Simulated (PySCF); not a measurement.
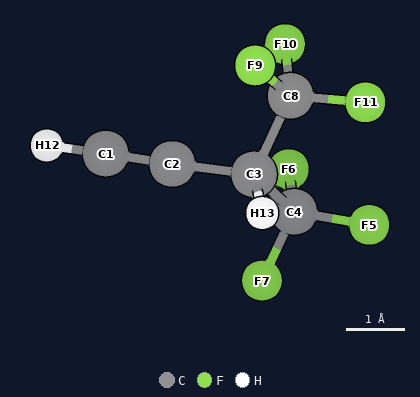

The structure as given in the input (ball-and-stick view, seen at a tilt; atoms are numbered from 1 in the order of the input). Bond lengths as drawn: C–C 1.20 to 1.54 Å, C–F 1.33 to 1.34 Å and C–H 1.05 to 1.10 Å.

# What a change does: NMR shielding calculation on C$_{5}$H$_{2}$F$_{6}$

System: C$_{5}$H$_{2}$F$_{6}$, SMILES C#CC(C(F)(F)F)C(F)(F)F.
Method of run 1: GIAO PBE0/pcSseg-1 NMR shielding, non-relativistic, gas phase (PySCF 2.14.0).

The geometry comes from this level: GFN2-xTB, NEB image 0 of 0 to 8. Text and figures count atoms from 1; the logs count them from 0 in places.

**The input, run 1**
```
{"job": {"kind": "nmr", "xc": "PBE0", "basis": "pcSseg-1", "pop": false}, "charge": 0, "multiplicity": 1}
C      2.497900     0.109100    -0.082700
C      1.318700     0.119100    -0.276800
C     -0.124100     0.116500    -0.455700
C     -0.673000    -1.293000    -0.182600
F     -1.993300    -1.363700    -0.371400
F     -0.424600    -1.716100     1.055100
F     -0.117500    -2.175500    -1.020900
C     -0.759100     1.165200     0.471400
F     -0.275300     2.381100     0.192800
F     -0.519100     0.933100     1.760300
F     -2.083900     1.235300     0.317000
H      3.537000     0.107200     0.063700
H     -0.388100     0.382200    -1.487800
```

The first line tells a small driver script what to run in PySCF; the rest is the geometry in Å.

Command:
```bash
OMP_NUM_THREADS=1 python <driver script> task.json out
```

Hardware: 1 CPU thread, shared host.

**Output (run 1)**
```
coarse grid: 13192 points
cycle   1  E = -789.5031676557  dE =  2.058e+00  |g| = 1.277e+00  |ddm| = 3.467e+00
cycle   2  E = -789.1293469024  dE =  3.738e-01  |g| = 2.033e+00  |ddm| = 2.027e+00
cycle   3  E = -789.7731106886  dE = -6.438e-01  |g| = 2.085e-01  |ddm| = 1.308e+00
cycle   4  E = -789.7791600057  dE = -6.049e-03  |g| = 1.387e-01  |ddm| = 2.253e-01
cycle   5  E = -789.7836957465  dE = -4.536e-03  |g| = 2.489e-02  |ddm| = 9.170e-02
cycle   6  E = -789.7838210749  dE = -1.253e-04  |g| = 4.257e-03  |ddm| = 2.235e-02
cycle   7  E = -789.7838241364  dE = -3.062e-06  |g| = 1.424e-03  |ddm| = 3.654e-03
final grid: 136408 points
cycle   8  E = -789.8890723231  dE = -6.739e-05  |g| = 7.441e-03  |ddm| = 3.984e-02
cycle   9  E = -789.8890628446  dE =  9.478e-06  |g| = 1.100e-02  |ddm| = 1.261e-02
cycle  10  E = -789.8890821022  dE = -1.926e-05  |g| = 1.281e-03  |ddm| = 7.040e-03
cycle  11  E = -789.8890823624  dE = -2.602e-07  |g| = 7.575e-04  |ddm| = 1.287e-03
cycle  12  E = -789.8890824990  dE = -1.366e-07  |g| = 1.481e-04  |ddm| = 5.422e-04
cycle  13  E = -789.8890825039  dE = -4.854e-09  |g| = 2.589e-05  |ddm| = 1.359e-04
cycle  14  E = -789.8890825040  dE = -1.078e-10  |g| = 1.051e-05  |ddm| = 2.787e-05
converged SCF energy = -789.8890825040

GIAO shielding tensors (ppm)
atom      isotropic    diamagn.    paramagn.     s11        s22        s33       span
  0 C      101.944     256.136    -154.192     22.370     27.716    255.745    233.374
  1 C      111.763     264.507    -152.745     20.069     21.949    293.270    273.201
  2 C      140.651     246.113    -105.462    128.844    139.574    153.535     24.691
  3 C       55.454     239.202    -183.748     51.301     57.186     57.874      6.573
  4 F      249.222     471.346    -222.124    170.859    248.889    327.918    157.059
  5 F      256.665     473.025    -216.359    180.875    259.591    329.530    148.655
  6 F      244.650     471.524    -226.874    165.789    232.652    335.507    169.718
  7 C       55.449     239.201    -183.752     51.295     57.174     57.878      6.582
  8 F      244.633     471.529    -226.896    165.754    232.680    335.465    169.711
  9 F      256.721     473.023    -216.302    180.941    259.642    329.581    148.640
 10 F      249.188     471.346    -222.158    170.820    248.830    327.913    157.093
 11 H       29.776      33.486      -3.710     24.305     24.509     40.515     16.210
 12 H       27.952      27.130       0.822     25.714     26.576     31.564      5.849
```

The input of run 2 differs as follows (lines with − go, lines with + come):
```diff
-C      2.497900     0.109100    -0.082700
-C      1.318700     0.119100    -0.276800
-C     -0.124100     0.116500    -0.455700
-C     -0.673000    -1.293000    -0.182600
-F     -1.993300    -1.363700    -0.371400
-F     -0.424600    -1.716100     1.055100
-F     -0.117500    -2.175500    -1.020900
-C     -0.759100     1.165200     0.471400
-F     -0.275300     2.381100     0.192800
-F     -0.519100     0.933100     1.760300
-F     -2.083900     1.235300     0.317000
-H      3.537000     0.107200     0.063700
-H     -0.388100     0.382200    -1.487800
+C      2.478800     0.113000    -0.368600
+C      1.285700     0.154000    -0.430300
+C     -0.167800     0.148400    -0.434400
+C     -0.707400    -1.281200    -0.182500
+F     -1.398300    -1.716600    -1.243500
+F     -1.525100    -1.355300     0.866500
+F      0.268800    -2.165700     0.025800
+C     -0.683000     1.133800     0.627600
+F     -0.225400     2.366300     0.382800
+F     -0.294100     0.808700     1.858800
+F     -2.016800     1.214700     0.628600
+H      3.527300     0.089200    -0.342300
+H     -0.547000     0.491200    -1.406300
```

What does this change do to the results?

With the same method and basis, run 2 lies 3.6 kcal/mol higher. The LUMO goes from 0.14 to 0.09 eV. Of all shieldings, the largest change is that of F5, by −17.6 ppm. The number of SCF iterations is the same.

**Output (run 2)**
```
coarse grid: 13192 points
cycle   1  E = -789.4978455229  dE =  2.061e+00  |g| = 1.279e+00  |ddm| = 3.477e+00
cycle   2  E = -789.1175700047  dE =  3.803e-01  |g| = 2.041e+00  |ddm| = 2.014e+00
cycle   3  E = -789.7688026246  dE = -6.512e-01  |g| = 2.121e-01  |ddm| = 1.292e+00
cycle   4  E = -789.7751594921  dE = -6.357e-03  |g| = 1.401e-01  |ddm| = 2.292e-01
cycle   5  E = -789.7797943736  dE = -4.635e-03  |g| = 2.473e-02  |ddm| = 9.329e-02
cycle   6  E = -789.7799175550  dE = -1.232e-04  |g| = 4.402e-03  |ddm| = 2.195e-02
cycle   7  E = -789.7799208247  dE = -3.270e-06  |g| = 1.470e-03  |ddm| = 3.632e-03
final grid: 136408 points
cycle   8  E = -789.8833721311  dE = -6.410e-05  |g| = 7.165e-03  |ddm| = 3.595e-02
cycle   9  E = -789.8833637234  dE =  8.408e-06  |g| = 1.049e-02  |ddm| = 1.237e-02
cycle  10  E = -789.8833813982  dE = -1.767e-05  |g| = 1.295e-03  |ddm| = 6.632e-03
cycle  11  E = -789.8833816719  dE = -2.737e-07  |g| = 7.442e-04  |ddm| = 1.307e-03
cycle  12  E = -789.8833818030  dE = -1.311e-07  |g| = 1.545e-04  |ddm| = 5.439e-04
cycle  13  E = -789.8833818082  dE = -5.193e-09  |g| = 2.663e-05  |ddm| = 1.403e-04
cycle  14  E = -789.8833818083  dE = -1.135e-10  |g| = 1.015e-05  |ddm| = 2.712e-05
converged SCF energy = -789.8833818083

GIAO shielding tensors (ppm)
atom      isotropic    diamagn.    paramagn.     s11        s22        s33       span
  0 C       99.029     256.115    -157.085     22.749     27.398    246.940    224.191
  1 C      112.460     264.485    -152.024     18.227     24.074    295.079    276.852
  2 C      137.078     246.861    -109.784    124.197    132.362    154.674     30.477
  3 C       56.700     237.860    -181.160     49.705     59.766     60.631     10.927
  4 F      231.620     470.458    -238.838    164.859    198.022    331.980    167.121
  5 F      251.031     471.892    -220.860    179.265    249.855    323.973    144.708
  6 F      238.615     472.257    -233.642    168.152    230.215    317.477    149.325
  7 C       55.096     239.587    -184.491     50.888     56.498     57.902      7.014
  8 F      246.225     471.396    -225.171    168.377    235.915    334.384    166.007
  9 F      257.843     473.218    -215.375    184.952    256.024    332.554    147.603
 10 F      250.071     471.376    -221.306    173.336    243.962    332.914    159.578
 11 H       29.603      33.387      -3.784     24.330     24.530     39.948     15.618
 12 H       27.740      27.336       0.405     25.469     26.536     31.216      5.747
```

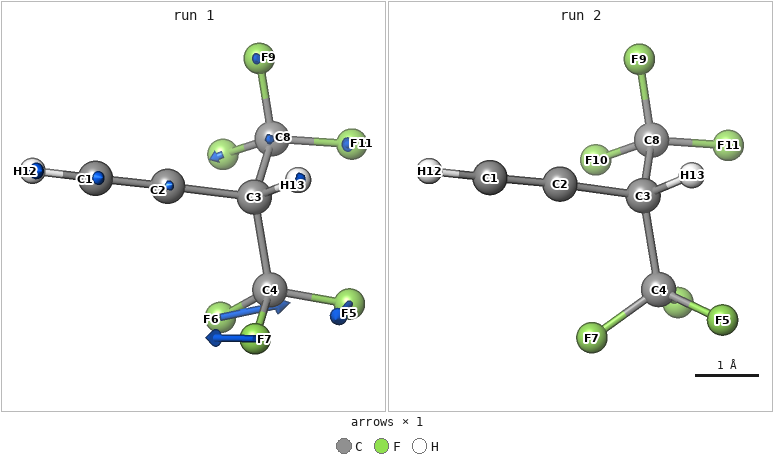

The two input geometries at one scale (ball-and-stick view, seen at a tilt). The blue arrows on the first give the shifts of the atoms after the best rigid fit, at true length. The atom that moves furthest after the best rigid fit is F6 (1.19 Å). By element the largest moves are F 1.19 Å, H 0.36 Å, C 0.25 Å. Among the contacts that change: C3–C4 1.537 → 1.549 Å, C4–F7 1.338 → 1.334 Å.

**The two runs side by side**

| quantity | run 1 | run 2 |
| --- | --- | --- |
| outcome | converged | converged |
| total energy (hartree) | −789.889083 | −789.883382 |
| HOMO (eV) | −8.91 | −8.87 |
| LUMO (eV) | 0.14 | 0.09 |
| dipole moment (D) | 2.13 | 2.11 |
| shielding of C1 (ppm) | 101.9 | 99.0 |
| shielding of C3 (ppm) | 140.7 | 137.1 |
| shielding of C4 (ppm) | 55.5 | 56.7 |
| shielding of F5 (ppm) | 249.2 | 231.6 |
| shielding of F6 (ppm) | 256.7 | 251.0 |
| shielding of F7 (ppm) | 244.6 | 238.6 |
| shielding of F9 (ppm) | 244.6 | 246.2 |
| SCF iterations | 14 | 14 |
| basis functions | 197 | 197 |
| wall time (shared host) | 66 s | 74 s |
